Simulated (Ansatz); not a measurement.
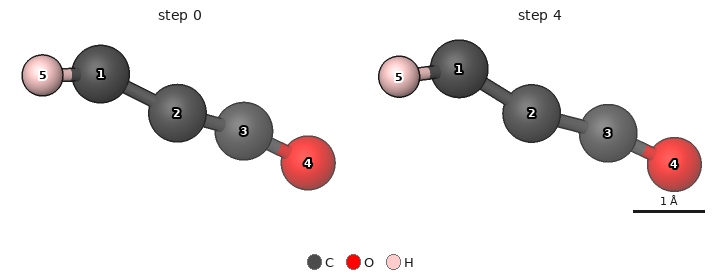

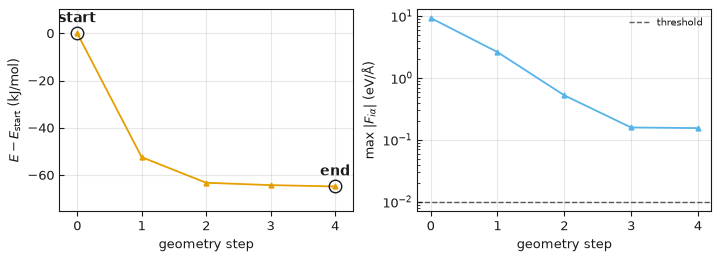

First and last geometry of a relaxation of C3HO (multiplicity 2), with the history of the run. A ball-and-stick model, seen at a tilt.

Level of theory: UHF/def2-SVP in Ansatz 0.2.0.

The input:
```yaml
crystal:
  periodic: [false, false, false]
  atoms:
    - {symbol: C, position_ang: [-0.210042, 1.207686, -0.291161]}
    - {symbol: C, position_ang: [-0.120256, -0.026593, 0.001455]}
    - {symbol: C, position_ang: [0.387195, -1.042452, 0.377991]}
    - {symbol: O, position_ang: [0.729133, -2.130920, 0.604543]}
    - {symbol: H, position_ang: [-0.681760, 1.933557, -0.799694]}
basis:
  gaussian: {orbitals: def2-SVP}
magnetization: {spin_polarized: true, initial_magnetization: 1}
hamiltonian: {xc: hf}
relax: {f_tol: 0.01, max_steps: 5, max_displacement: 0.05}
```

Launched with:
```bash
ansatz run in.yaml --threads 2 --pin off --events-out ev --progress --plain --max-ram 3481MiB
```

Read the history and describe the run.

Answer. The relaxation stopped without meeting its thresholds, so the last structure isn't shown to be converged. It used up its limit of 5 steps. The atom that moves furthest after the best rigid fit is C2 (0.11 Å). By element the largest moves are C 0.11 Å, H 0.10 Å, O 0.09 Å. Some distances before and after: C2–C3 1.196 → 1.310 Å, C1–H5 1.004 → 1.077 Å, C3–O4 1.163 → 1.150 Å, C1–C2 1.272 → 1.281 Å. Bond angles that change, for instance: C2–C1–H5 148.4° → 141.7°, C1–C2–C3 157.9° → 160.6°. Over 4 geometry steps the energy falls by 64.8 kJ/mol. Largest force component: 9.3 eV/Å at the start, 0.15 eV/Å at the end.
